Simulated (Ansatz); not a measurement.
# SnO2 (Cassiterite): converging the G0W0 gap

Aim: see how the G0W0 gap of SnO2 (Cassiterite) on PBE moves with empty bands and screening cutoff, and what each rung costs.

Program: Ansatz 0.2.0. Level of theory: G0W0 on PBE, plane waves, PAW. Results are calculated unless marked as measured.

### Step 1. Set-up

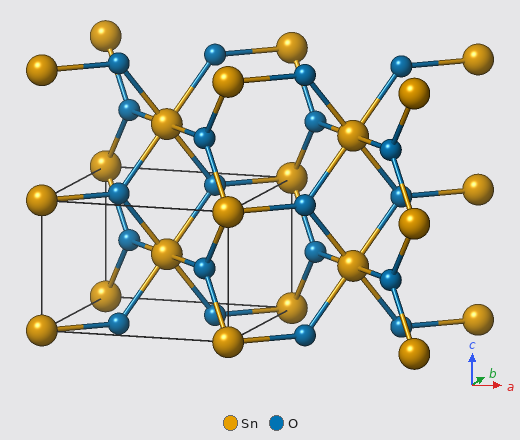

The starting structure, seen slightly off an axis (tin orange, oxygen blue). 2×1×2 cells are drawn. Some periodic images of atoms are drawn too.

The cell and positions come from the Crystallography Open Database and are kept as given unless a step says otherwise.

### Step 2. 187 empty bands, screening to 110 eV

Now the one-shot GW correction: screening in the RPA, then the self-energy of the levels asked for. This step takes hard PAW files.

The input, input.yaml:

```yaml
crystal:
  lattice:
    - [4.738, 0.0, 0.0]
    - [0.0, 4.738, 0.0]
    - [0.0, 0.0, 3.1865]
  atoms:
    - { symbol: Sn, position: [0.0, 0.0, 0.0] }
    - { symbol: Sn, position: [0.5, 0.5, 0.5] }
    - { symbol: O, position: [0.3071, 0.3071, 0.0] }
    - { symbol: O, position: [0.1929, 0.8071, 0.5] }
    - { symbol: O, position: [0.6929, 0.6929, 0.0] }
    - { symbol: O, position: [0.8071, 0.1929, 0.5] }
kpoints:
  mp_grid: { grid: [4, 4, 6] }
hamiltonian:
  xc: pbe
  pseudopotentials: { kind: paw, source: ansatz }
scf:
  occupations: { method: fixed }
gw:
  n_empty_bands: 187
  ecut_chi: 110.0
  qp_bands: [v2, c2]
  qp_kpoints: band_edges
  screening: { model: contour_deformation }
```

The run is started by

```console
> ansatz run input.yaml --threads 4 --pin off --max-ram 138240MiB --backend cuda --events-out ev --progress --plain --runs-dir out --devices 1 --max-vram 26GiB
```

Numbers of over 12 decimals in the logs are rounded to 6 here.

The program printed:

```text
GPUs: using 1 of 1 available (devices: 1).
Engine: ansatz 0.2.0, x86_64-unknown-linux-gnu
Pseudopotentials: kind: paw
Pseudopotential: Sn, paw, valence charge 22, recommended cutoff 640 eV (normal), Sn.paw.azcp
Pseudopotential: O, paw, valence charge 6, recommended cutoff 930 eV (normal), O.paw.azcp
Functional definition: PBE
  parameter kappa = 0.804
  parameter beta = 0.066725
  exchange = pbe_x(kappa = kappa, mu = beta*pi^2/3)
  correlation = pbe_c(beta = beta)
device memory: the entry about to start is reckoned to put 2.6 GiB on a device that reports 76.6 GiB free (of which the cap on the GPU budget leaves the run 26.0 GiB)
GPU FFT provider: cuFFT
GPU libraries: cuBLAS 13.8.2, cuFFT 12.4.0, cuSOLVER 12.3.4
Crystal: 6 atoms, lattice volume = 71.533 Å³
Basis set: ecut = 930 eV, 4587 PW (Γ)
Bands: 41, of which v1, the nominal top of the filled ones, is band 34 counted from 1 (33 counted from 0)
Symmetry: 16 space group operations
Space group: P42/mnm (ITA 136), of the structure as read, at distance tolerance 4.2e-5 Å
k-points: 24 of 96
Non-local potential: Sn, projectors of the file, l = 0: 3, l = 1: 3, l = 2: 3, l = 3: 2
Non-local potential: O, projectors of the file, l = 0: 2, l = 1: 2, l = 2: 1
PAW form: soft (Blöchl's): semilocal exchange-correlation on the pseudo side does not see the compensation charge
PAW one-centre angular grid: Sn, 590 points (default); XC on 64 Gauss nodes
PAW one-centre angular grid: O, 110 points (default); XC on 64 Gauss nodes
Initial density: superposition of atomic densities (chi_scale 0.1, normalization cell, long waves kept (reshape's long-wave potential 0.00 eV rms))
Initial wavefunctions: pseudopotential atomic-orbital guess
GPU buffer pool allocated for 104976 grid points (all kernels)
GPU transforms: local potential and band sums: pruned to the plane-wave sphere, on 50×50×36
Functional: x = pbe(κ = 0.804, μ = 0.219515), c = pbe(β = 0.066725)
SCF iter   1: F=—  HF=-21720.950653 eV  |F-HF|=—  |Δ(HF+E_count)|=         —  Δρ=8.52e-2  dr2=3.45e0  ethr=3.10e-3  ⟨swp⟩=4.3  Hψ=3366  notcnv=0  defer=120
preconditioner: auto → Resta (q_TF=auto, 2.705 Å⁻¹)  ε∞=3.3  [insulator: Δε(μ)=1.373 eV  Ē_g=20.881 eV  n_scr=22 (ndim 8)  ℏωp=31.7 eV  f_vac=0.009  ε∞_Penn≈3.3]
SCF iter   2: F=—  HF=-21720.032626 eV  |F-HF|=—  |Δ(HF+E_count)|=   9.18e-1  Δρ=3.88e-2  dr2=5.67e-1  ethr=3.10e-3  ⟨swp⟩=2.0  Hψ=1852  notcnv=0  defer=118
SCF iter   3: F=—  HF=-21719.973923 eV  |F-HF|=—  |Δ(HF+E_count)|=   5.87e-2  Δρ=1.28e-2  dr2=8.20e-2  ethr=8.34e-4  ⟨swp⟩=2.0  Hψ=1541  notcnv=0  defer=120
SCF iter   4: F=—  HF=-21719.983355 eV  |F-HF|=—  |Δ(HF+E_count)|=   9.43e-3  Δρ=3.85e-3  dr2=5.90e-3  ethr=1.21e-4  ⟨swp⟩=2.1  Hψ=1367  notcnv=0  defer=120
SCF iter   5: F=—  HF=-21719.985109 eV  |F-HF|=—  |Δ(HF+E_count)|=   1.75e-3  Δρ=1.13e-3  dr2=4.84e-4  ethr=8.68e-6  ⟨swp⟩=2.2  Hψ=1534  notcnv=0  defer=120
SCF iter   6: F=—  HF=-21719.985812 eV  |F-HF|=—  |Δ(HF+E_count)|=   7.02e-4  Δρ=1.66e-4  dr2=1.36e-5  ethr=7.11e-7  ⟨swp⟩=2.0  Hψ=1386  notcnv=0  defer=120
SCF iter   7: F=—  HF=-21719.985827 eV  |F-HF|=—  |Δ(HF+E_count)|=   1.51e-5  Δρ=3.34e-5  dr2=5.18e-7  ethr=2.00e-8  ⟨swp⟩=2.0  Hψ=1634  notcnv=0  defer=62
SCF iter   8: F=-21719.985827 eV  HF=-21719.985827 eV  |F-HF|=1.75e-8  |Δ(HF+E_count)|=   3.89e-7  Δρ=4.19e-6  dr2=1.32e-8  ethr=1.47e-10  ⟨swp⟩=10.0  Hψ=3934  notcnv=0
SCF 1 converged in 8 iterations: F = -21719.985827 eV  dr2 = 1.32e-8
  greatest PAW one-centre occupation: 0.999 electrons in one spin orbital (limit 2), on the Sn atom at site 1 (counted from 0), in its partial waves of l = 0
device memory: the entry about to start is reckoned to put 2.6 GiB (of the 2.9 GiB reckoned in all, the device holds 0.3 GiB already) on a device that reports 73.4 GiB free (of which the cap on the GPU budget leaves the run 25.7 GiB)
NSCF: frozen V_eff on 24 k-points, pencils in batches of 32, up to order 164
the band table was solved once the SCF had ended and its energy, with any forces and stress, was formed, with the checks that follow a solve (3889 applications of the Hamiltonian). They found nothing against the state; the energy, forces and stress were not computed again (output.eigenvalues in the input reference)
device memory: the entry about to start is reckoned to put 5.9 GiB on a device that reports 73.7 GiB free (of which the cap on the GPU budget leaves the run 26.0 GiB)
NSCF: frozen V_eff on 24 k-points
G₀W₀ screening: q 1/24
[... further progress lines ...]
SCF converged after 8 iterations
Free energy (F): -21719.985827 eV
Harris-Foulkes:  -21719.985827 eV  (|F-HF|=1.75e-8)
Internal energy: -21719.985827 eV  (E = F + TS)
E sigma→0 (E₀):  -21719.985827 eV
Fermi energy:    11.134553 eV
--- Per-component energies (eV) ---
  E_band       = -1367.346924
  E_kinetic    = 2587.518315
  E_local      = -11483.816176  (includes V_loc(G=0)·N_el)
  E_nonlocal   = 853.777291
  E_hartree    = 4520.264738
  E_xc         = -799.571143
  E_vxc        = -1036.110639  (∫ρ·V_xc dr)
  E_paw        = -9279.920732  (= ΣΔE_a)
  E_vpaw       = -1329.243197  (= ΣTr[D̂ρ^β])
  E_aug_tail   = -0.000013  (compensation charges beyond the density's cutoff)
  E_ewald      = -8118.238107
  E_smearing   = -0.000000  (= −TS)
  E_closure    = 0.000000  (closes the sum)
  Σ components = -21719.985827   (vs F -21719.985827, Δ=0.00e0)
--- Band table (eV; the first three rows and the last of 24) ---
  k-point 0: bands = [... 30 lower, 9.9106, 10.3590, 10.3590, 11.1346, 12.4213, 17.3009, 17.5030, 17.5030, ... 3 higher]
  k-point 1: bands = [... 30 lower, 8.9931, 10.3801, 10.3801, 10.9048, 13.9118, 17.8033, 18.5873, 18.5873, ... 3 higher]
  k-point 2: bands = [... 30 lower, 8.7286, 10.1456, 10.1456, 10.2872, 15.9704, 18.1059, 20.0107, 20.5738, ... 3 higher]
  k-point 23: bands = [... 30 lower, 10.1647, 10.1647, 10.3000, 10.3000, 16.0731, 16.0731, 20.0291, 20.0291, ... 3 higher]
--- G₀W₀: contour deformation, 7 samples at zero and on the imaginary axis and 2 off it, 96 q-points, 187 empty bands' worth ---
  eigenvalues of the whole cell's RPA ε∞ on this k-mesh (on a slab, of 1 + 4πα/V) = 4.3464, 4.3464, 4.5685; static W/v taken at q = 0 is 0.226271
  bands read: the sum over 221 bands ends inside a degenerate multiplet in 15 slots, whose members it reads at an even weight; the widest, k=2: bands 221 to 222 (counted from 1) at 1/2 each
  gw.qp_kpoints: band_edges: 11 of 24 stored k-points solved, in 1 pass; an edge of the gap read off the rows below is read off those points alone
    valence top: of the k-points left out ik 14 came nearest to being solved in a further pass, in band 34 (counted from 1, as in the quasiparticle table): it holds the edge there only if its correction is more favourable than any solved in that band by at least 0.579 eV; those differ by 0.295 eV
    conduction bottom: of the k-points left out ik 16 came nearest to being solved in a further pass, in band 35 (counted from 1, as in the quasiparticle table): it holds the edge there only if its correction is more favourable than any solved in that band by at least 3.365 eV; those differ by 0.679 eV
    ik  band        ε_KS         Σx   Σc(E_QP)       V_xc       Z   E_QP_lin       E_QP  E_QP is
     0    33     10.3590   -26.4480     4.9949   -20.7667  0.7530     9.6641     9.6726  root
     0    34     11.1346   -27.1856     5.3220   -21.1404  0.7536    10.4020    10.4113  root
     0    35     12.4213   -14.4725    -3.3263   -18.5888  0.8259    13.2173    13.2114  root
     0    36     17.3009   -12.1255    -4.5578   -17.8243  0.8052    18.4675    18.4420  root
     1    33     10.3801   -26.6265     4.9988   -20.9363  0.7537     9.6801     9.6887  root
     1    34     10.9048   -26.8714     5.3486   -20.7577  0.7522    10.1288    10.1398  root
     1    35     13.9118   -15.6542    -3.1906   -19.8201  0.8103    14.8981    14.8871  root
     1    36     17.8033   -13.1252    -4.7154   -19.1581  0.7923    19.1561    19.1208  root
     3    33      9.8766   -26.2844     5.4816   -19.9209  0.7448     8.9771     8.9946  root
     3    34      9.8766   -26.2844     5.4816   -19.9209  0.7448     8.9771     8.9946  root
     3    35     17.3752   -14.7396    -4.5661   -20.7639  0.7885    18.8703    18.8333  root
     3    36     17.3752   -14.7396    -4.5661   -20.7639  0.7885    18.8703    18.8333  root
     4    33     10.3975   -26.5370     5.0204   -20.8217  0.7532     9.6938     9.7026  root
     4    34     10.8478   -26.7094     5.2637   -20.6863  0.7529    10.0776    10.0884  root
     4    35     13.7112   -15.6291    -3.0649   -19.6033  0.8117    14.6296    14.6204  root
     4    36     16.8442   -12.9739    -4.3103   -18.4176  0.8024    18.0023    17.9776  root
     5    33     10.3508   -26.5879     5.0420   -20.8340  0.7531     9.6297     9.6390  root
     5    34     10.7692   -26.7681     5.2960   -20.7081  0.7521     9.9943    10.0053  root
     5    35     14.6459   -15.4850    -3.4332   -19.9821  0.8065    15.7252    15.7099  root
     5    36     17.4303   -13.8532    -4.5376   -19.7047  0.7906    18.7796    18.7442  root
     8    33     10.5004   -26.5684     5.1063   -20.7285  0.7531     9.7567     9.7668  root
     8    34     10.5004   -26.5684     5.1063   -20.7285  0.7531     9.7567     9.7668  root
     8    35     15.5894   -14.8695    -3.7619   -19.7548  0.8018    16.7353    16.7128  root
     8    36     15.5894   -14.8695    -3.7619   -19.7548  0.8018    16.7353    16.7128  root
[...]
17    33     10.4360   -26.6812     5.1716   -20.7573  0.7522     9.6730     9.6837  root
    17    34     10.4360   -26.6812     5.1716   -20.7573  0.7522     9.6730     9.6837  root
    17    35     16.2117   -14.7811    -4.1018   -20.1242  0.7983    17.4860    17.4530  root
    17    36     16.2117   -14.7811    -4.1018   -20.1242  0.7983    17.4860    17.4530  root
    23    33     10.3000   -26.6274     5.4920   -20.3023  0.7471     9.4527     9.4669  root
    23    34     10.3000   -26.6274     5.4920   -20.3023  0.7471     9.4527     9.4669  root
    23    35     16.0731   -13.3208    -4.1941   -18.6828  0.8126    17.2633    17.2411  root
    23    36     16.0731   -13.3208    -4.1941   -18.6828  0.8126    17.2633    17.2411  root
```

Run time: 41 s. Hardware: 1 × NVIDIA H100 80GB HBM3 (shared by 3 runs) with 4 threads of AMD EPYC 7R13 (Zen 3), shared host; peak memory 1.7 GiB; 36 s of CPU time.

Numbers from this step:

```
bands summed                                 : 221
RPA ε∞ on this mesh (eigenvalues)            : 4.346, 4.346, 4.569
plane waves in the screening matrix          : 181
q-points in the mesh                         : 96
G0W0 gap on the mesh                         : 2.800 eV
k of the valence top                         : 0, 0, 0
k of the conduction bottom                   : 0, 0, 0
starting gap on the mesh                     : 1.287 eV
Z at the valence top                         : 0.7536
Z at the conduction bottom                   : 0.8259
least direct G0W0 gap on the computed points : 2.800 eV
```

The gap on the mesh goes from 1.29 eV to 2.80 eV, a correction of +1.51 eV. Between the two edge states, bare exchange in place of the xc potential would open the gap by 10.16 eV, and correlation takes back 8.65 eV.

### Step 3. 425 empty bands, screening to 190 eV

Another rung: the empty bands reach about as high as the screening cutoff, so the two stay in balance.

Edit input.yaml of step 2 so:

```diff
@@ -20,4 +20,4 @@
 gw:
-  n_empty_bands: 187
-  ecut_chi: 110.0
+  n_empty_bands: 425
+  ecut_chi: 190.0
   qp_bands: [v2, c2]
```

The program printed:

```text
GPUs: using 1 of 1 available (devices: 1).
[...]
GPU FFT provider: cuFFT
GPU libraries: cuBLAS 13.8.2, cuFFT 12.4.0, cuSOLVER 12.3.4
Crystal: 6 atoms, lattice volume = 71.533 Å³
Basis set: ecut = 930 eV, 4587 PW (Γ)
Bands: 41, of which v1, the nominal top of the filled ones, is band 34 counted from 1 (33 counted from 0)
Symmetry: 16 space group operations
[...]
k-points: 24 of 96
[...]
GPU buffer pool allocated for 104976 grid points (all kernels)
[...]
SCF iter   1: F=—  HF=-21720.950653 eV  |F-HF|=—  |Δ(HF+E_count)|=         —  Δρ=8.52e-2  dr2=3.45e0  ethr=3.10e-3  ⟨swp⟩=4.3  Hψ=3366  notcnv=0  defer=120
[...]
SCF iter   8: F=-21719.985827 eV  HF=-21719.985827 eV  |F-HF|=1.75e-8  |Δ(HF+E_count)|=   3.89e-7  Δρ=4.19e-6  dr2=1.32e-8  ethr=1.47e-10  ⟨swp⟩=10.0  Hψ=3934  notcnv=0
SCF 1 converged in 8 iterations: F = -21719.985827 eV  dr2 = 1.32e-8
[...]
NSCF: frozen V_eff on 24 k-points, pencils in batches of 32, up to order 164
[...]
NSCF: frozen V_eff on 24 k-points
G₀W₀ screening: q 1/24
[... further progress lines ...]
SCF converged after 8 iterations
Free energy (F): -21719.985827 eV
[...]
Internal energy: -21719.985827 eV  (E = F + TS)
E sigma→0 (E₀):  -21719.985827 eV
Fermi energy:    11.134553 eV
[...]
--- Band table (eV; the first three rows and the last of 24) ---
  k-point 0: bands = [... 30 lower, 9.9106, 10.3590, 10.3590, 11.1346, 12.4213, 17.3009, 17.5030, 17.5030, ... 3 higher]
  k-point 1: bands = [... 30 lower, 8.9931, 10.3801, 10.3801, 10.9048, 13.9118, 17.8033, 18.5873, 18.5873, ... 3 higher]
  k-point 2: bands = [... 30 lower, 8.7286, 10.1456, 10.1456, 10.2872, 15.9704, 18.1059, 20.0107, 20.5738, ... 3 higher]
  k-point 23: bands = [... 30 lower, 10.1647, 10.1647, 10.3000, 10.3000, 16.0731, 16.0731, 20.0291, 20.0291, ... 3 higher]
[...]
0    33     10.3590   -26.4480     4.6900   -20.7667  0.7494     9.3478     9.3677  root
     0    34     11.1346   -27.1856     5.0088   -21.1404  0.7502    10.0766    10.0980  root
     0    35     12.4213   -14.4725    -3.5024   -18.5888  0.8223    13.0385    13.0353  root
     0    36     17.3009   -12.1255    -4.8030   -17.8243  0.8031    18.2103    18.1967  root
     1    33     10.3801   -26.6265     4.6937   -20.9363  0.7501     9.3635     9.3835  root
     1    34     10.9048   -26.8714     5.0455   -20.7577  0.7490     9.8126     9.8366  root
     1    35     13.9118   -15.6542    -3.4319   -19.8201  0.8066    14.6511    14.6457  root
     1    36     17.8033   -13.1252    -4.9984   -19.1581  0.7899    18.8588    18.8379  root
[...]
23    33     10.3000   -26.6274     5.2055   -20.3023  0.7441     9.1511     9.1804  root
    23    34     10.3000   -26.6274     5.2055   -20.3023  0.7441     9.1511     9.1804  root
    23    35     16.0731   -13.3208    -4.4407   -18.6828  0.8102    17.0058    16.9944  root
    23    36     16.0731   -13.3208    -4.4407   -18.6828  0.8102    17.0058    16.9944  root
```

The job ended after 64 s (1 × NVIDIA H100 80GB HBM3 (shared by 3 runs) with 4 threads; peak memory 2.8 GiB).

Numbers from this step:

| Quantity | Value |
| --- | --- |
| bands summed | 459 |
| RPA ε∞ on this mesh (eigenvalues) | 4.312, 4.312, 4.537 |
| plane waves in the screening matrix | 439 |
| q-points in the mesh | 96 |
| G0W0 gap on the mesh | 2.937 eV |
| k of the valence top | 0, 0, 0 |
| k of the conduction bottom | 0, 0, 0 |
| starting gap on the mesh | 1.287 eV |
| Z at the valence top | 0.7502 |
| Z at the conduction bottom | 0.8223 |
| least direct G0W0 gap on the computed points | 2.937 eV |

Against the run with 4×4×6 mesh, 187 empty bands, screening to 110 eV, hard PAW files, the gap moves by +0.14 eV.

### Step 4. 720 empty bands, screening to 270 eV

Edit input.yaml of step 3 so:

```diff
@@ -20,4 +20,4 @@
 gw:
-  n_empty_bands: 425
-  ecut_chi: 190.0
+  n_empty_bands: 720
+  ecut_chi: 270.0
   qp_bands: [v2, c2]
```

The program printed:

```text
GPUs: using 1 of 1 available (devices: 1).
[...]
GPU FFT provider: cuFFT
GPU libraries: cuBLAS 13.8.2, cuFFT 12.4.0, cuSOLVER 12.3.4
Crystal: 6 atoms, lattice volume = 71.533 Å³
Basis set: ecut = 930 eV, 4587 PW (Γ)
Bands: 41, of which v1, the nominal top of the filled ones, is band 34 counted from 1 (33 counted from 0)
Symmetry: 16 space group operations
[...]
k-points: 24 of 96
[...]
3    34      9.8766   -26.2844     5.0593   -19.9209  0.7408     8.5271     8.5724  root ?
[...]
23    33     10.3000   -26.6274     5.0500   -20.3023  0.7428     8.9765     9.0249  root
    23    34     10.3000   -26.6274     5.0500   -20.3023  0.7428     8.9765     9.0249  root
    23    35     16.0731   -13.3208    -4.5709   -18.6828  0.8091    16.8720    16.8642  root
    23    36     16.0731   -13.3208    -4.5709   -18.6828  0.8091    16.8720    16.8642  root
[key lines of the parts left out:]
SCF converged after 8 iterations
Free energy (F): -21719.985827 eV
Fermi energy:    11.134553 eV
```

Wall time 2 min (1 × NVIDIA H100 80GB HBM3 (shared by 3 runs) with 4 threads); peak memory 5 GiB; 3.1 min of CPU time.

Numbers from this step:

```yaml
bands_summed: 754
rpa_eps_infinity_on_this_mesh_eigenvalues: 4.301, 4.301, 4.524
plane_waves_in_the_screening_matrix: 729
g0w0_gap_on_the_mesh: 2.989 eV
k_of_the_valence_top: 0, 0, 0
k_of_the_conduction_bottom: 0, 0, 0
starting_gap_on_the_mesh: 1.287 eV
least_direct_g0w0_gap_on_the_computed_points: 2.989 eV
```

Against the run with 4×4×6 mesh, 425 empty bands, screening to 190 eV, hard PAW files, the gap moves by +0.05 eV.

(Continued in part 2 of 2.)

[Paths, hosts, dates, memory and timing lines, banners, echoed tables and standing remarks are left out of the program output.]

[Logs are printed without paths, hosts, clocks, repeated set-up lines and the standing remarks that a program may print on its own settings, such as how far it seeks lower states.]

[Runs of the session that timed out or met a known fault of the program may be left out.]

[Cells called generated may have been cut or substituted from an entry of the Crystallography Open Database or the Materials Project.]

[Hosts, paths, dates, database ids (printed as entryN), source tags and the programs' standing remarks are cut or masked in the printed files.]
